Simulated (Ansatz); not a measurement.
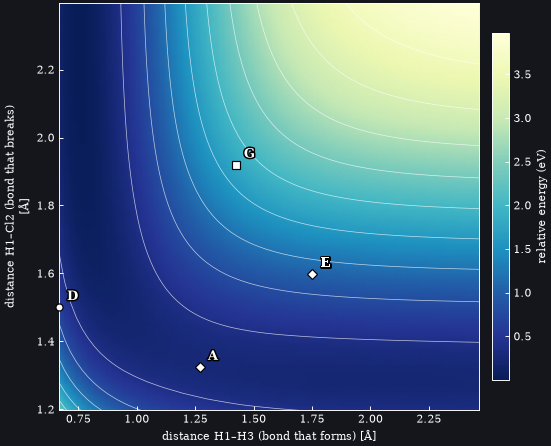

The reacting system ClH2 (fragments ClH + H where the first distance is long, H₂ + Cl where the second is long), spin multiplicity 2. 
- The first coordinate is: distance H1–H3 (bond that forms); the second: distance H1–Cl2 (bond that breaks).
- Relaxed at each point: all other coordinates.
- Grid: 13 × 13 points.
- Points are written as (first, second).
- Energies: eV, counted from the lowest grid point.
- In part of the range the unrestricted reference is strongly spin-contaminated.
- The calculation used UKS B3LYP-D4/def2-TZVP (Ansatz 0.2.0).

The picture shows a smooth colour map with a few white contour lines, lettered points. Between grid points the surface is interpolated.

Q: Is E the lowest point of the computed grid?

A: No. E lies 1.03 eV above the lowest grid point, which is at (0.747 Å, 2.397 Å).

Q: Rank the lettered points by energy, lowest first.

A: A (0.26 eV), D (0.68 eV), E (1.03 eV), G (1.78 eV).

Q: What kind of point is each of A, E, G: minimum, saddle, maximum or slope?

A: A: saddle point; E: on a slope; G: on a slope. (In these two coordinates alone; a stationary point may lie a little off the grid point.)
